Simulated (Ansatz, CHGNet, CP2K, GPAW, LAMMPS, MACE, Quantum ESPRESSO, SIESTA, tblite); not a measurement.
# From one method to another: forces in amorphous Ge (61 atoms)

61 atoms (61 Ge) placed at random at 5.25 g/cm³, melted at 3500 K for 10 ps at fixed volume with the Tersoff potential (Tersoff, Phys. Rev. B 39, 5566 (1989)). Quenched from 3500 K to 500 K at 3 K/ps and fixed volume, held 5 ps.

Two calculations on one geometry. First: Kohn-Sham DFT, PBE+D3(BJ), SSSP efficiency 1.3.0 pseudopotentials, plane waves; sssp-1.3.0-efficiency; 45/360 Ry; levels smeared at 580 K (Quantum ESPRESSO 7.5; Γ point). Second: Kohn-Sham DFT, PBE, PAW, plane waves (Ansatz 0.2.0; cutoff 420 eV, Γ point, fermi-dirac smearing of 0.05 eV; PAW set soft_2).

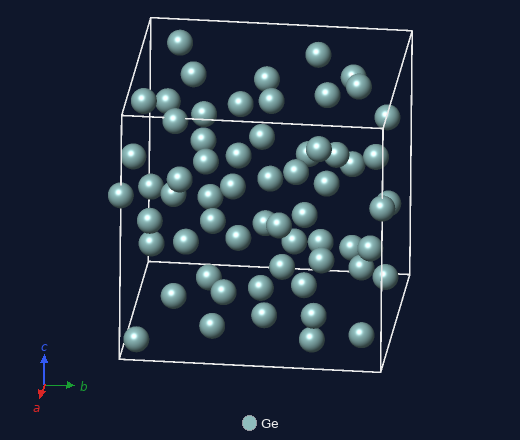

The structure (germanium teal). Some periodic images of atoms are drawn too.

Cell vectors (Å):

```
11.188 0.000 0.000
0.000 11.188 0.000
0.000 0.000 11.188
```

Atom, position (Å) and force of the first calculation (eV/Å):

```
1 Ge 5.874 6.357 2.452 -0.231 0.540 0.892
2 Ge 0.627 6.305 1.507 -0.817 -0.200 -0.779
3 Ge 8.071 0.913 5.154 0.843 0.038 0.854
4 Ge 2.570 5.100 0.094 0.750 -0.476 -0.682
5 Ge 5.061 8.141 6.039 0.553 -0.284 0.292
6 Ge 4.035 5.430 3.666 0.012 -1.156 0.549
7 Ge 4.782 5.696 6.022 1.227 0.770 -0.800
8 Ge 11.030 11.169 7.457 -0.421 -0.077 -0.815
9 Ge 8.199 4.700 8.400 0.121 0.347 0.256
10 Ge 3.678 2.990 0.907 0.351 1.035 0.794
11 Ge 10.487 3.549 8.982 -0.676 -0.266 -1.404
12 Ge 5.832 2.485 11.059 0.134 -0.557 -0.119
13 Ge 0.700 7.261 10.154 -0.263 0.238 0.208
14 Ge 2.138 6.898 3.361 -0.120 0.775 0.349
15 Ge 0.082 2.332 6.918 0.730 0.014 1.329
16 Ge 2.713 10.530 4.315 0.230 1.142 -0.458
17 Ge 2.854 5.119 7.139 -1.616 -0.804 1.070
18 Ge 3.309 3.098 3.352 -1.063 1.365 -1.249
19 Ge 7.547 1.910 1.548 0.058 0.004 -0.222
20 Ge 8.424 7.192 7.864 0.249 -1.178 -0.077
21 Ge 5.805 9.744 2.577 -0.081 0.458 -1.134
22 Ge 4.709 8.103 9.954 -0.077 -0.108 -0.664
23 Ge 1.090 5.114 9.073 1.262 0.263 0.402
24 Ge 8.684 4.773 4.822 -0.773 -0.649 -0.784
25 Ge 2.019 10.367 0.654 0.709 -0.219 0.019
26 Ge 3.432 1.134 8.788 -0.788 -0.291 -0.121
27 Ge 5.650 0.347 9.646 0.234 0.887 0.018
28 Ge 6.761 4.311 6.384 0.700 -0.056 -0.561
29 Ge 2.242 1.507 11.016 -1.078 -1.023 -1.158
30 Ge 6.761 8.092 4.048 -0.467 -0.301 0.219
31 Ge 10.015 8.174 1.966 0.178 -0.499 -0.177
32 Ge 9.917 2.667 5.028 0.077 0.472 -0.823
33 Ge 8.445 4.141 2.199 0.920 -0.253 0.925
34 Ge 1.272 6.953 5.815 -0.283 -0.281 -0.403
35 Ge 2.696 8.984 6.026 -0.063 -0.136 1.352
36 Ge 2.013 10.383 7.980 1.026 -0.267 0.053
37 Ge 0.660 2.697 3.371 0.423 -0.615 0.922
38 Ge 9.954 10.559 5.161 0.280 -0.691 0.951
39 Ge 6.562 8.703 7.996 -0.964 0.713 -0.570
40 Ge 4.063 1.485 4.802 0.385 -1.456 0.964
41 Ge 4.097 7.107 0.935 -0.376 -0.184 -0.006
42 Ge 8.339 7.924 0.190 -0.301 0.336 0.813
43 Ge 11.014 10.335 1.593 -0.478 0.063 -0.518
44 Ge 6.047 1.956 6.294 -0.063 -0.167 0.257
45 Ge 6.437 0.822 3.454 -1.073 -0.260 -0.864
46 Ge 10.973 2.275 10.961 0.935 0.216 0.112
47 Ge 0.521 0.143 3.649 0.064 0.998 -0.231
48 Ge 6.432 9.625 11.122 -0.103 0.064 1.220
49 Ge 9.741 8.294 9.510 0.713 0.057 -0.149
50 Ge 7.341 0.104 7.769 -0.395 -0.600 0.297
51 Ge 9.385 10.705 9.141 -0.437 0.008 0.458
52 Ge 3.370 9.075 2.468 -0.136 0.266 -0.774
53 Ge 10.815 3.924 1.596 -0.080 0.998 -0.407
54 Ge 9.375 0.526 0.218 -0.393 -0.143 0.588
55 Ge 7.386 5.772 0.804 0.205 -0.533 -1.393
56 Ge 9.797 6.627 5.940 0.773 0.605 -0.303
57 Ge 2.668 2.592 6.763 -0.187 0.291 0.294
58 Ge 4.272 5.664 9.381 -0.125 0.496 0.198
59 Ge 9.222 8.395 4.201 -0.250 -0.006 0.565
60 Ge 2.410 8.964 9.893 -0.139 0.009 -0.136
61 Ge 6.394 4.571 10.029 0.176 0.265 0.560
```

**Question.** What forces does the second calculation give?

Atom and force (eV/Å):

```
1 -0.219 0.559 0.905
2 -0.825 -0.201 -0.782
3 0.833 0.044 0.864
4 0.734 -0.476 -0.690
5 0.562 -0.288 0.287
6 -0.004 -1.150 0.563
7 1.212 0.778 -0.801
8 -0.428 -0.068 -0.829
9 0.146 0.356 0.230
10 0.356 1.033 0.793
11 -0.689 -0.263 -1.418
12 0.135 -0.573 -0.120
13 -0.262 0.228 0.214
14 -0.152 0.781 0.460
15 0.761 0.022 1.337
16 0.236 1.145 -0.457
17 -1.726 -0.708 0.987
18 -1.103 1.356 -1.238
19 0.073 -0.006 -0.241
20 0.249 -1.196 -0.088
21 -0.074 0.454 -1.156
22 -0.038 -0.082 -0.690
23 1.272 0.261 0.384
24 -0.773 -0.651 -0.793
25 0.707 -0.212 0.021
26 -0.797 -0.285 -0.132
27 0.240 0.877 0.013
28 0.727 -0.052 -0.553
29 -1.074 -1.027 -1.173
30 -0.472 -0.304 0.236
31 0.178 -0.504 -0.180
32 0.078 0.471 -0.840
33 0.928 -0.263 0.957
34 -0.258 -0.373 -0.406
35 -0.095 -0.195 1.347
36 1.037 -0.251 0.049
37 0.444 -0.627 0.933
38 0.282 -0.683 0.956
39 -0.978 0.758 -0.520
40 0.388 -1.448 0.983
41 -0.378 -0.178 -0.005
42 -0.306 0.353 0.811
43 -0.487 0.071 -0.523
44 -0.066 -0.180 0.243
45 -1.094 -0.255 -0.846
46 0.932 0.212 0.118
47 0.064 1.016 -0.228
48 -0.103 0.063 1.209
49 0.704 0.064 -0.155
50 -0.411 -0.631 0.298
51 -0.455 0.005 0.464
52 -0.126 0.268 -0.765
53 -0.086 0.993 -0.406
54 -0.413 -0.133 0.597
55 0.211 -0.546 -1.396
56 0.913 0.624 -0.315
57 -0.178 0.270 0.293
58 -0.140 0.493 0.193
59 -0.243 -0.023 0.584
60 -0.135 0.016 -0.139
61 0.184 0.262 0.561
```

The two sets differ by 23.9 meV/Å r.m.s., 3.7 % of the r.m.s. force of the Ansatz run. The network of bonds at the start is that of the classical potential that made the cell, and needn't be the one that DFT or experiment would give. The electronic-structure runs sample only Γ, in a cell whose shortest periodic width is 11 Å, which is coarse for a cell with partly filled levels.

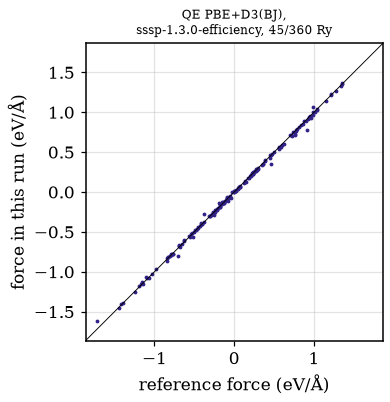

Force components against those of the reference; the line marks equality.

[Logs are printed without paths, hosts, clocks, repeated set-up lines and the standing remarks that a program may print on its own settings, such as how far it seeks lower states.]

[Hosts, paths, dates, database ids (printed as entryN), source tags and the programs' standing remarks are cut or masked in the printed files.]
